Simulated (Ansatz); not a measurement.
Consider BO (doublet).

The calculation's input:

```
crystal:
  periodic: [false, false, false]
  atoms:
    - {symbol: B, position_ang: [0.000000, 0.000000, -0.608033]}
    - {symbol: O, position_ang: [0.000000, 0.000000, 0.608033]}
basis:
  gaussian:
    orbitals: def2-TZVPD
total_charge: 0
magnetization:
  spin_polarized: true
  initial_magnetization: 1
hamiltonian:
  xc: pbe0
output:
  forces: true
  orbitals: {seedname: orbitals}
```

Run with:

```sh
ansatz run input.yaml --threads 1 --pin off --max-ram 2610MiB --events-out events.jsonl --progress --plain --runs-dir runs
```

Geometry: BLYP-D3(BJ)/def2-SVP.

Method: isolated molecule in a Gaussian basis; Kohn-Sham density functional theory, functional PBE0 (Ansatz).

### What will maps of the electron density, electron localisation function and spin density show?

B–O (1.22 Å): ρ at the midpoint is about 3 e/Å³; the ELF peaks at about 0.85 between the atoms: a polar covalent bond.
The unpaired spin (1 electron) lies mostly on B1 (about 1.0), in electrons by Hirshfeld's partition.

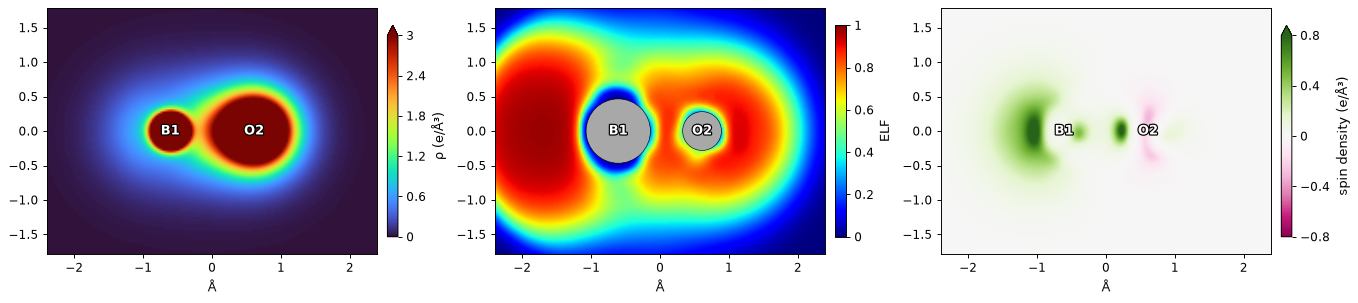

Computed electron density, electron localisation function and spin density on a plane that holds the molecular axis, in this order. Grey discs cover the atomic cores in the ELF map. 
